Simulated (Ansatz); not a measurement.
Calculation: PBE (plane waves to 420 eV, PAW; Ansatz, a program for electronic structure).

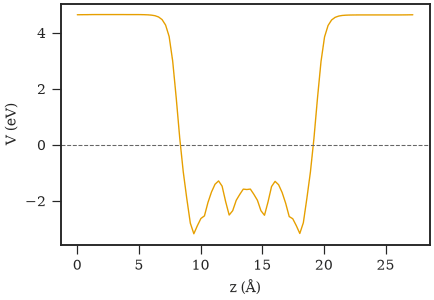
Figure: Plane-averaged electrostatic potential energy along the normal, in eV from the Fermi level, for the (210) surface of zinc-blende GaSb in its 1x1 cell (cut with top plane Ga, bottom plane Ga), relaxed from an ideal cut (the real face may reconstruct), outermost plane spacing 0.69 Å in the ideal cut (one of several cuts of this face), with 1 Ga a cell over the bulk's ratio (in the relaxation Sb ended outermost)

Slab: 17 atoms, Ga9Sb8, 11.1 Å thick at the start; k 5x4x1, smearing 0.025 eV, dipole-corrected; all atoms relaxed; no symmetry held; spin-polarised from one start with parallel moments (other orders not tried), no spin-orbit, no U. The slab shows no gap over 0.04 eV on its mesh. The starting moment vanished.

The vacuum level lies 4.64 eV above the Fermi level over the top face and 4.65 eV above it under the bottom face.
